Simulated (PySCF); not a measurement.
# AlI: what the fields show

```yaml
atoms:
  - { symbol: Al, position_ang: [0.0000, 0.0000, -2.1095] }
  - { symbol: I, position_ang: [0.0000, 0.0000, 0.4485] }
```

Core potentials replace the inner electrons of I.

These are results of PBE0/def2-TZVPP, non-relativistic Hamiltonian with scalar-relativistic core potentials where named, at a bond length of 2.558 Å (PySCF), not measurements.

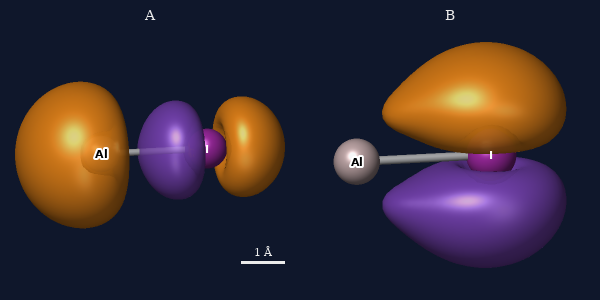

Figure 1. Two frontier orbitals, each drawn at the value that holds 80 % of its norm (orange and purple are the two phases), in no order; of a degenerate pair one member is drawn.

Question: Label each orbital by symmetry, say whether it is occupied, and order them by energy.

Answer: Orbital B: π, occupied, −7.72 eV; mainly on I (90 %).
Orbital A: σ, occupied, −6.76 eV; shared between the atoms (Al 65 %, I 35 %).

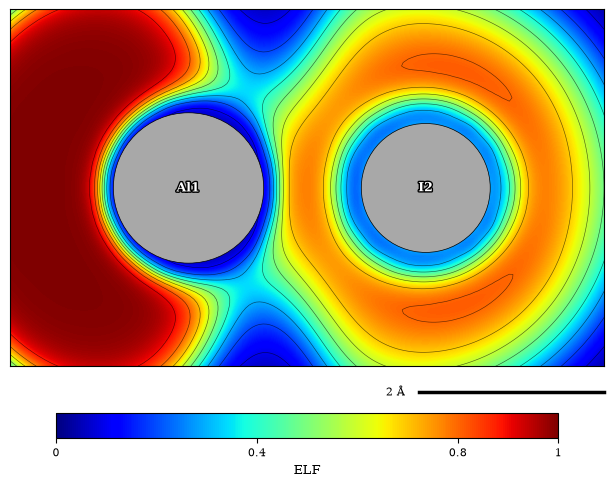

Figure 2. ELF on a plane that holds the molecular axis. Grey discs cover the atomic cores.

Question: What does the map show?

Answer: The plane passes through Al and I nuclei. Al–I (2.56 Å): the ELF peaks at about 0.75 in the valence shell of I, 1.3 Å from its nucleus, and is about 0.75 at the midpoint. The ELF also peaks beside I2, away from the bonds: lone-pair regions.

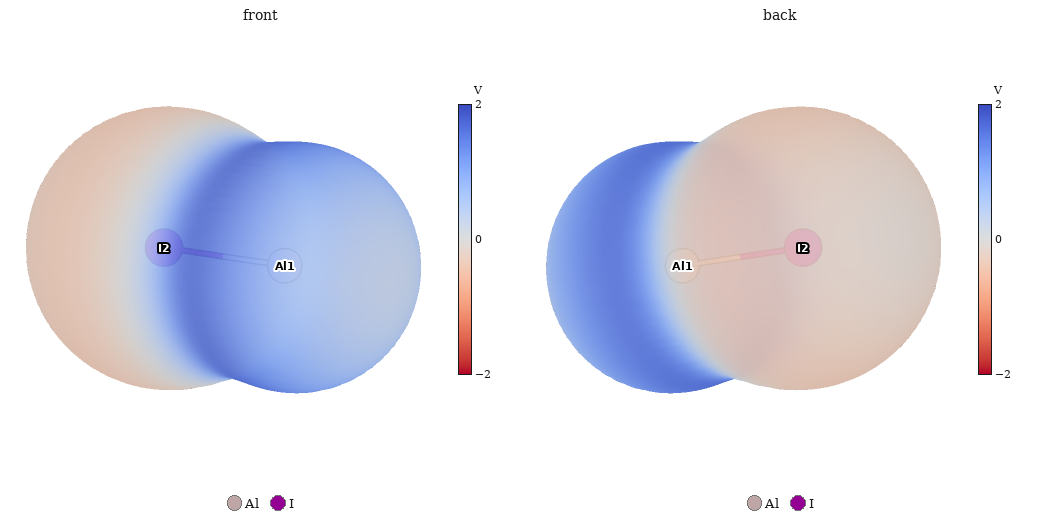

Figure 3. The electrostatic potential painted on the density surface at 0.002 e/bohr³, seen from the front and from behind; the colour scale runs from red (negative) to blue (positive).

Question: Describe the electrostatic potential map.

Answer: The most negative region (about −0.4 V) lies over I2, the most positive (about +1.6 V) over Al1.
